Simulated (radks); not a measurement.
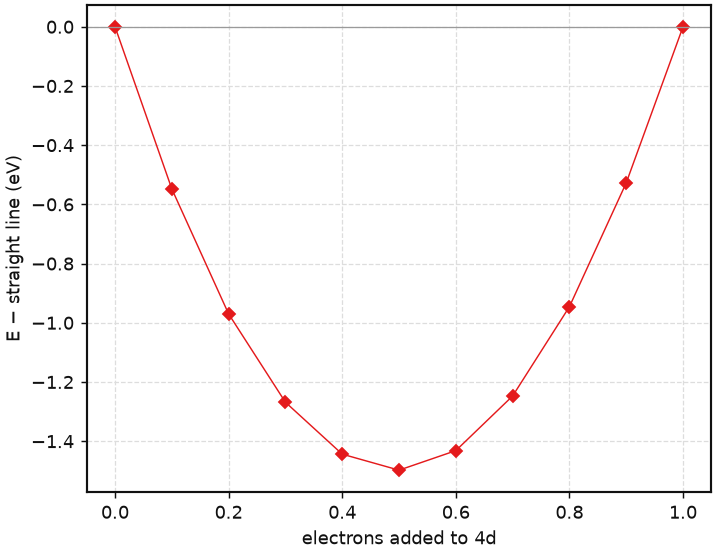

All numbers are computed, not measured: scalar-relativistic Kohn-Sham, SCAN, spin-unpolarised, spherical densities, finite nucleus (the in-house radial solver radks). The occupation of the 4d shell is varied from Mo³⁺ ([Kr] 4d3) to Mo²⁺ ([Kr] 4d4), with spherical fractional occupations. The plot shows the total energy less the straight line between the end points.

What does the shape say about the method?

Answer. The curve is convex (below the straight line), with the largest deviation among the points computed, −1.50 eV, at 0.5. The end points differ by 26.5 eV, the energy to take the electron out. Convexity is the mark of the delocalisation error, which puts fractional charges too low; for p, d and f shells the spherical spreading of the fraction adds to it.
